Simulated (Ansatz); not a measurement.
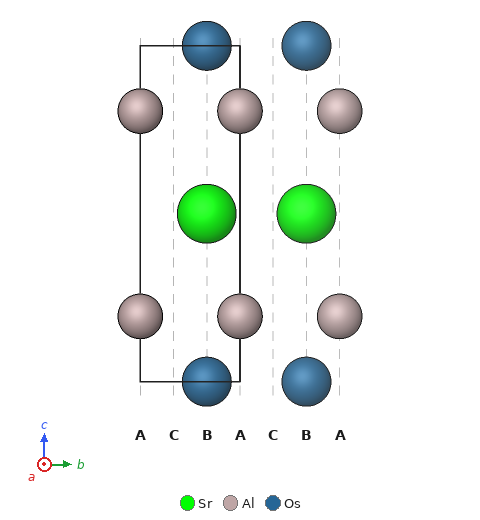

Projection along an edge of the hexagonal mesh, stacking direction c upwards. The dashed lines mark the three columns A (0, 0), B (1/3, 2/3) and C (2/3, 1/3). The sequence starts with the first layer at or above the cell's origin.

The compound is SrAl2Os, taken as the geometry relaxed with DFT PBE, scalar-relativistic, plane waves, PAW (Ansatz); the starting structure was generated, so it need not be a known form of this composition.

Question: Read off the stacking sequence over one period.

Answer: Os(B) – Al(A) – Sr(B) – Al(A) (four layers in 9.27 Å).

Heights of the layers:

| layer | atoms (column) | height (Å) | to next (Å) |
| --- | --- | --- | --- |
| 1 | Os(B) | 0.00 | 1.80 |
| 2 | Al(A) | 1.80 | 2.83 |
| 3 | Sr(B) | 4.64 | 2.83 |
| 4 | Al(A) | 7.47 | 1.80 |
